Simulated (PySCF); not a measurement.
BiH₆N₃

The calculation's input:

```
mol = gto.M(atom='''
Bi    -0.00000    -0.00000    -0.00000
N      2.25758     0.00002    -0.00000
H      2.86242     0.00003     0.82315
H      2.86242     0.00003    -0.82315
N     -1.12881     1.95511    -0.00000
H     -1.43123     2.47892     0.82315
H     -1.43123     2.47892    -0.82315
N     -1.12877    -1.95513     0.00000
H     -1.43119    -2.47894     0.82315
H     -1.43119    -2.47894    -0.82315''',
    basis={'Bi': 'def2-SVP', 'N': 'def2-SVP', 'H': 'def2-SVP'},
    ecp={'Bi': 'def2-SVP'},
    charge=0, spin=0)
mf = dft.RKS(mol, xc='PBE0')
mf.grids.atom_grid = (75, 302)  # f atoms: at least (60, 302), unpruned
mf = mf.density_fit()  # Bi def2-universal-JKFIT, N def2-universal-JKFIT, H def2-universal-JKFIT
mf.conv_tol = 1e-09; mf.max_cycle = 55
mf.kernel(dm0)
```

Launched as:

```sh
OMP_NUM_THREADS=2 python run.py
```

Core potentials replace the inner electrons of Bi.

Computed with RKS PBE0, Bi def2-SVP with ECP60, N def2-SVP, H def2-SVP; non-relativistic Hamiltonian with scalar-relativistic core potentials where named; density fitting in PySCF.

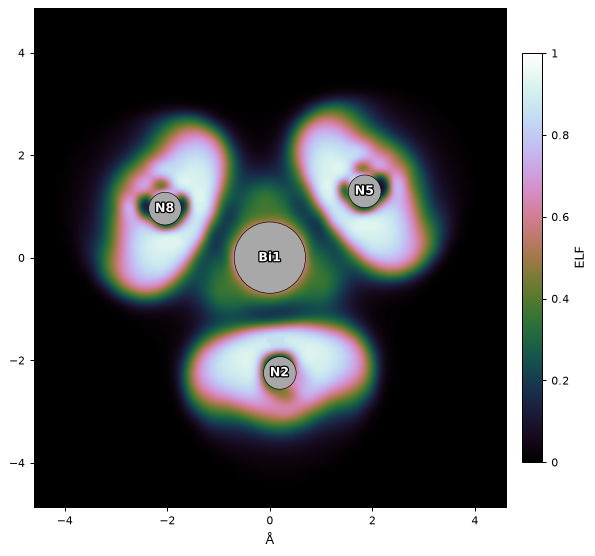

Figure 1. ELF on the plane of atoms N5, Bi1 and N8. Grey discs cover the atomic cores.

Q: Describe what can be read from this map.

A:
- The plane passes through Bi and N nuclei.
- Bi–N (2.26 Å): the ELF peaks at about 0.85 in the valence shell of N, 0.7 Å from its nucleus, and drops to about 0.20 between the two atoms.
- The ELF also peaks beside N5, away from the bonds: lone-pair regions.

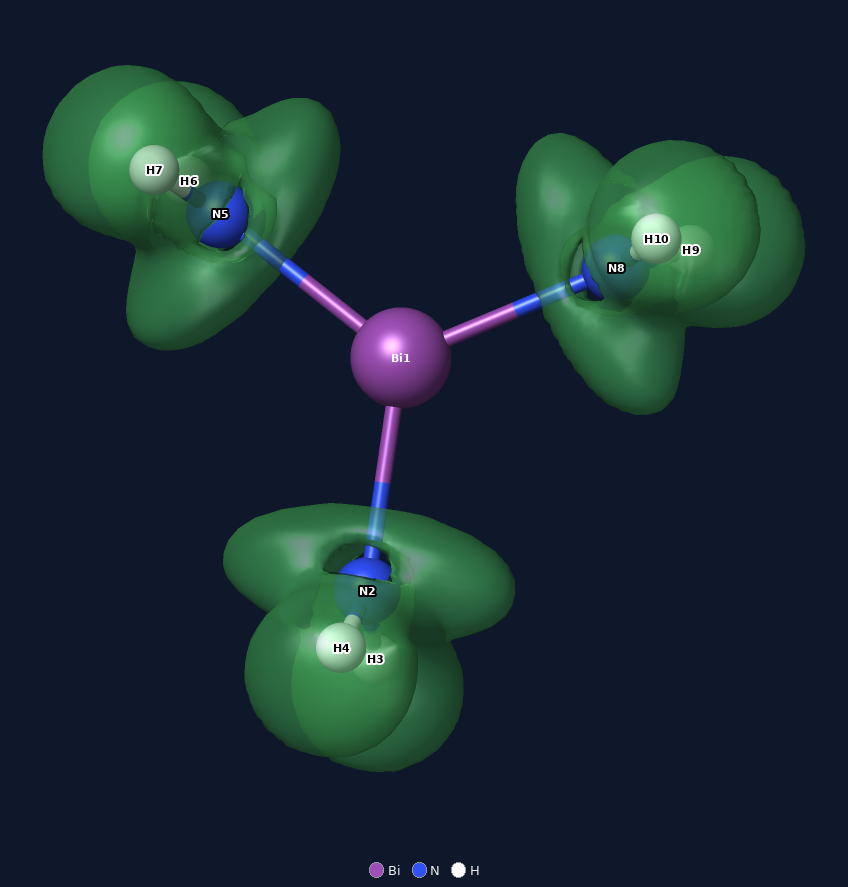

Figure 2. Isosurface of the ELF at 0.75 (green), seen at a tilt. Core shells and regions of very low density are left out.

Q: Identify the bonds, lone pairs and shells in this picture.

A: The surface consists of three joined regions spread over several atoms (H, N), in which their bonds and any lone pairs are merged. Profiles from the grid: N–H (1.02 Å): the ELF climbs to about 1 towards the hydrogen, as it does in any bond to H; a covalent bond by its length.

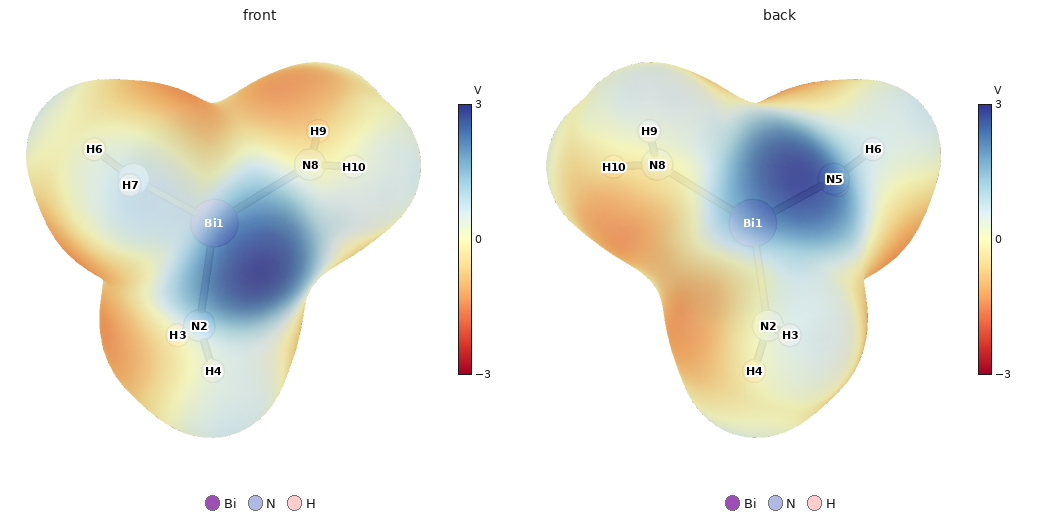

Figure 3. The molecular electrostatic potential painted on the density surface at 0.001 e/bohr³, seen from the front and from behind; the colour scale runs from red (negative) to blue (positive).

Q: Describe the electrostatic potential map.

A: The most negative region (about −1.4 V) lies over N2, N5 and N8, the most positive (about +2.9 V) over Bi1.

Q: How polar is the molecule by this calculation?

A: Its dipole moment is zero.
